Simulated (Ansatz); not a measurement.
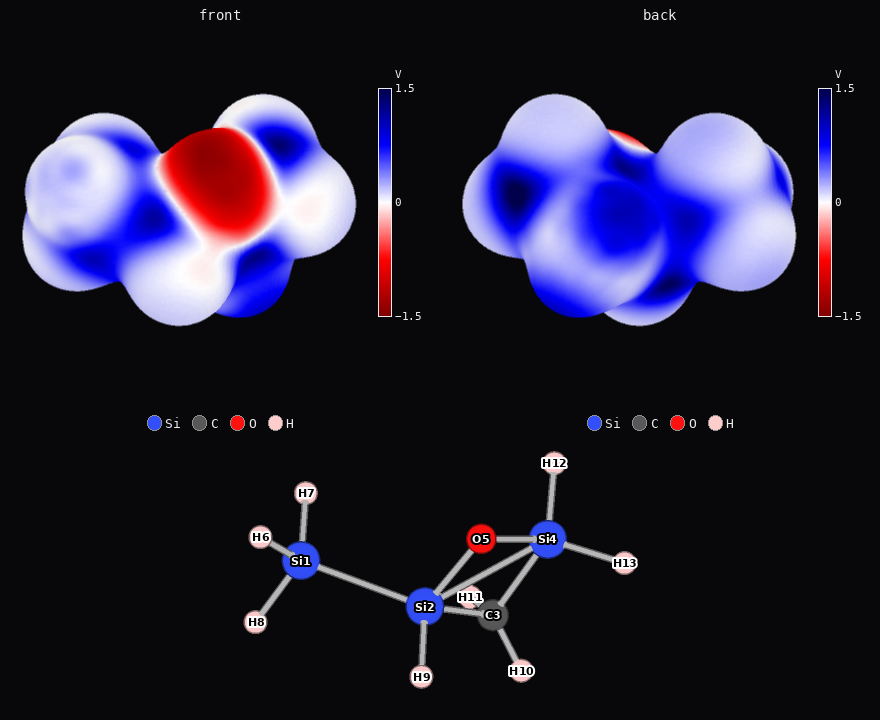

*CH8OSi3. The molecular electrostatic potential painted on the density surface at 0.002 e/bohr³, seen from the front and from behind; the colour scale runs from red (negative) to blue (positive). The bare structure is drawn below in the same view.*

Geometry: PBE0-D4/def2-TZVP.

All numbers below come from RKS PBE0-D4/def2-TZVPP in Ansatz.

```xyz
13

Si   -2.3526    0.0113   -0.0542
Si   -0.1737    0.2447    0.7712
C     1.1098   -0.9913    0.1287
Si    1.8797    0.5720   -0.5926
O     0.6526    1.5174    0.0438
H    -3.1712    1.2201    0.2309
H    -2.3130   -0.2095   -1.5257
H    -3.0013   -1.1668    0.5856
H    -0.1827    0.3917    2.2539
H     1.6932   -1.5018    0.8951
H     0.7511   -1.7180   -0.6003
H     1.9203    0.6457   -2.0755
H     3.2083    0.9499   -0.0461
```

**Describe the electrostatic potential map.**

The most negative region (about −1.4 V) lies over O5, the most positive (about +1.4 V) over Si2 and Si4. O5 is the likeliest acceptor of a hydrogen bond.
